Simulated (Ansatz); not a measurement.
# triplet CH3BO: levels of theory compared

We compute a comparison of 6 runs (UHF/def2-TZVP, U-revPBE/def2-TZVP, UB2PLYP/def2-TZVP, UB3LYP/def2-TZVP, UBHLYP/def2-TZVP, UCCSD(T)/def2-TZVP) of triplet CH3BO. 

The results are computed with Ansatz 0.2.0.

55 further runs of the same task are left out: 1 that didn't finish, 54 set aside as unsound or not needed.

## Step 1: The molecule

CH3BO has 6 atoms, charge 0, and is taken as a triplet. SMILES of the parent species: `[BH3-]C#[O+]`. Geometry: relaxed at PBE0-D4/def2-TZVP. That shape belongs to the parent species and isn't relaxed for this state.

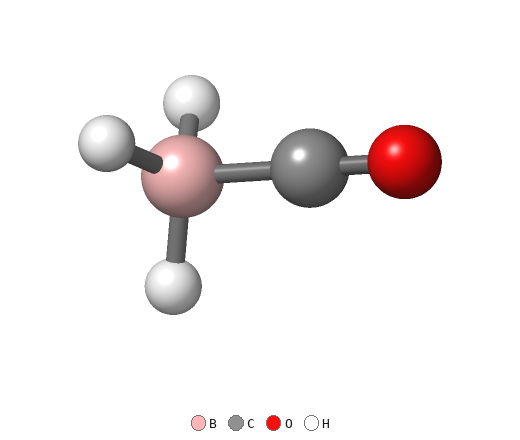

The structure, seen from a chosen angle (boron pink, carbon grey, oxygen red, hydrogen white).

## Step 2: A single-point energy at UHF/def2-TZVP (run 1)

run.yaml

```yaml
crystal:
  periodic: [false, false, false]
  atoms:
    - {symbol: B, position_ang: [-0.275160, 0.419730, -0.199910]}
    - {symbol: C, position_ang: [0.494180, -0.755680, 0.359250]}
    - {symbol: O, position_ang: [1.068320, -1.631140, 0.776320]}
    - {symbol: H, position_ang: [-1.437140, 0.121710, -0.050320]}
    - {symbol: H, position_ang: [0.069540, 0.485120, -1.356800]}
    - {symbol: H, position_ang: [0.080260, 1.360240, 0.471460]}
basis:
  gaussian:
    orbitals: def2-TZVP
magnetization:
  spin_polarized: true
  initial_magnetization: 2
hamiltonian:
  xc: hf
accuracy: high
output: {orbitals: {seedname: orbitals}}
```

Command:

```console
$ ansatz run run.yaml --threads 1 --pin off --max-ram 3480MiB --events-out events.jsonl --progress --plain --runs-dir runs
```

Output:

```text
Warning: RAYON_NUM_THREADS=1 ignored (pool sized by the plan → 1); use --threads N
Functional definition: HF
  name "HF"
  exchange = exact_x
  correlation = 0
1888 factors; integrals over basis functions are off by at most 3.4e-9 eV
mean field evaluation 1: about -3778.7767 eV, gradient 2.0e1 eV
mean field evaluation 2: about -3778.7815 eV, gradient 2.0e1 eV
mean field evaluation 4: about -3781.0613 eV, gradient 4.0e0 eV
mean field evaluation 8: about -3781.2275 eV, gradient 3.1e-1 eV
mean field evaluation 16: about -3781.2401 eV, gradient 1.5e-1 eV
mean field evaluation 32: about -3781.3968 eV, gradient 4.4e0 eV
mean field evaluation 64: about -3781.6058 eV, gradient 2.4e-1 eV
mean field evaluation 96: about -3781.2578 eV, gradient 2.9e-1 eV
mean field evaluation 128: about -3779.1338 eV, gradient 1.6e1 eV
mean field evaluation 160: about -3778.5517 eV, gradient 1.6e1 eV
mean field evaluation 192: about -3781.2307 eV, gradient 8.2e-1 eV
mean field evaluation 224: about -3781.5664 eV, gradient 1.2e0 eV
mean field evaluation 256: about -3780.1537 eV, gradient 2.3e-1 eV
mean field evaluation 288: about -3781.2132 eV, gradient 6.1e-1 eV
mean field -3781.68590797 eV, -138.9743937992 hartree, gradient 6.6e-8 eV, S^2 2.020512; 3 other end points of the search recorded, 0 dependent functions left out
reference -3781.68590797 eV, -138.9743937992 hartree; 12, 10 occupied and 99, 101 virtual orbitals, 1888 factors
Total energy: -3781.68590797 eV, -138.9743937992 hartree
```

Wall time 16 s (1 thread of Arm Neoverse V1, shared host); peak memory 0.28 GiB.

## Step 3: The energy at U-revPBE/def2-TZVP (run 2)

in.yaml

```yaml
crystal:
  periodic: [false, false, false]
  atoms:
    - symbol: B
      position_ang: [-0.275160, 0.419730, -0.199910]
    - symbol: C
      position_ang: [0.494180, -0.755680, 0.359250]
    - symbol: O
      position_ang: [1.068320, -1.631140, 0.776320]
    - symbol: H
      position_ang: [-1.437140, 0.121710, -0.050320]
    - symbol: H
      position_ang: [0.069540, 0.485120, -1.356800]
    - symbol: H
      position_ang: [0.080260, 1.360240, 0.471460]
basis:
  gaussian: {orbitals: def2-TZVP}
magnetization: {spin_polarized: true, initial_magnetization: 2}
output: {orbitals: {seedname: orbitals}}
accuracy: high
hamiltonian: {xc: {name: revPBE}}
```

Command:

```console
$ ansatz run in.yaml --threads 1 --pin off --max-ram 3480MiB --events-out events.jsonl --progress --plain --runs-dir runs
```

Output, cut to the lines that bear on the results:

```text
Warning: RAYON_NUM_THREADS=1 ignored (pool sized by the plan → 1); use --threads N
Functional definition: revPBE
  name "revPBE"
[...]
1888 factors; integrals over basis functions are off by at most 3.4e-9 eV
[...]
mean field -3803.07836640 eV, -139.7605521462 hartree, gradient 2.1e-8 eV, S^2 2.005520; 16 other end points of the search recorded, 0 dependent functions left out
reference -3803.07837086 eV, -139.7605523101 hartree; 12, 10 occupied and 99, 101 virtual orbitals, 1888 factors
Total energy: -3803.07837086 eV, -139.7605523101 hartree
```

Wall time 53 s (1 thread of Arm Neoverse V1, shared host); peak memory 0.32 GiB.

## Step 4: A single-point energy at UB2PLYP/def2-TZVP (run 3)

job.yaml

```yaml
crystal:
  periodic: [false, false, false]
  atoms:
    - {symbol: B, position_ang: [-0.275160, 0.419730, -0.199910]}
    - {symbol: C, position_ang: [0.494180, -0.755680, 0.359250]}
    - {symbol: O, position_ang: [1.068320, -1.631140, 0.776320]}
    - {symbol: H, position_ang: [-1.437140, 0.121710, -0.050320]}
    - {symbol: H, position_ang: [0.069540, 0.485120, -1.356800]}
    - {symbol: H, position_ang: [0.080260, 1.360240, 0.471460]}
basis:
  gaussian:
    orbitals: def2-TZVP
accuracy: high
hamiltonian:
  xc: {name: B2PLYP}
magnetization:
  spin_polarized: true
  initial_magnetization: 2
output: {orbitals: {seedname: orbitals}}
correlation:
  frozen_orbitals: {B: 1, C: 1, H: 0, O: 1}
```

Command:

```console
$ ansatz run job.yaml --threads 1 --pin off --max-ram 3480MiB --events-out events.jsonl --progress --plain --runs-dir runs
```

Output, cut to the lines that bear on the results:

```text
Warning: RAYON_NUM_THREADS=1 ignored (pool sized by the plan → 1); use --threads N
Functional definition: B2PLYP
  name "B2PLYP"
[...]
1888 factors; integrals over basis functions are off by at most 3.4e-9 eV
[...]
mean field -3796.42799019 eV, -139.5161553281 hartree, gradient 1.2e-8 eV, S^2 2.015435; 12 other end points of the search recorded, 0 dependent functions left out
3 core orbitals not correlated: weight in the atoms' cores, before any rotation towards them, 1.000 or more for the frozen orbitals, at most 0.000 for the correlated occupied ones
reference -3796.42801351 eV, -139.5161561852 hartree; 9, 7 occupied and 99, 101 virtual orbitals, 1888 factors
second order -15.65876862 eV of doubles, -0.00000000 eV of singles
Total energy: -3800.65588104 eV, -139.6715274510 hartree
```

Run time: 2.6 min. Hardware: 1 thread of Arm Neoverse V1, shared host; peak memory 0.38 GiB.

Runs 4 to 5 aren't shown in full; the table further down has their settings and results.

## Step 5: A single-point energy at UCCSD(T)/def2-TZVP (run 6)

molecule.yaml

```yaml
crystal:
  periodic: [false, false, false]
  atoms:
    - symbol: B
      position_ang: [-0.275160, 0.419730, -0.199910]
    - symbol: C
      position_ang: [0.494180, -0.755680, 0.359250]
    - symbol: O
      position_ang: [1.068320, -1.631140, 0.776320]
    - symbol: H
      position_ang: [-1.437140, 0.121710, -0.050320]
    - symbol: H
      position_ang: [0.069540, 0.485120, -1.356800]
    - symbol: H
      position_ang: [0.080260, 1.360240, 0.471460]
basis:
  gaussian:
    orbitals: def2-TZVP
magnetization:
  spin_polarized: true
  initial_magnetization: 2
correlation:
  method: ccsd_t
  frozen_orbitals: {B: 1, C: 1, H: 0, O: 1}
accuracy: high
scf:
  omitted_lower_state_checks: [cluster_reference, increment]
```

Command:

```console
$ ansatz run molecule.yaml --threads 1 --pin off --max-ram 3480MiB --events-out events.jsonl --progress --plain --runs-dir runs
```

Output:

```text
Warning: RAYON_NUM_THREADS=1 ignored (pool sized by the plan → 1); use --threads N
[... 17 lines left out ...]
3 core orbitals not correlated: weight in the atoms' cores, before any rotation towards them, 1.000 or more for the frozen orbitals, at most 0.000 for the correlated occupied ones
[... 51 lines left out ...]
Total energy: -3795.54483830 eV, -139.4837000949 hartree
Checks for a lower state left out: cluster_reference, increment
```

It took 2.6 min on 1 thread of Arm Neoverse V1, shared host; peak memory 2 GiB.

## Step 6: All runs side by side

| run | level | frozen core orbitals | energy (Eh) | HOMO energy (eV) | ⟨S²⟩ | wall time |
| --- | --- | --- | --- | --- | --- | --- |
| 1 | UHF/def2-TZVP | – | -138.974394 | -6.79 | 2.021 | 16 s |
| 2 | U-revPBE/def2-TZVP | – | -139.760552 | -2.05 | 2.006 | 53 s |
| 3 | UB2PLYP/def2-TZVP | 3 | -139.671527 | -4.57 | 2.015 | 2.6 min |
| 4 | UB3LYP/def2-TZVP | – | -139.802155 | -3.17 | 2.010 | 4.7 min |
| 5 | UBHLYP/def2-TZVP | – | -139.710868 | -4.58 | 2.021 | 2 min |
| 6 | UCCSD(T)/def2-TZVP | 3 | -139.483700 | – | 2.021 | 2.6 min |

## Step 7: Summary of results

| quantity | value |
| --- | --- |
| run 6: total energy | -139.48370 Eh |
| run 6: correlation energy (3 core orbitals frozen) | -509.3 mEh |
| run 6: (T) correction | -21.44 mEh |
| run 6: ⟨S²⟩ of the reference determinant | 2.021 |
| run 6: T1 diagnostic | 0.036 |

**Reading.** Totals of different functionals can't be ranked against each other. All runs together took 13 min, the longest 4.7 min.
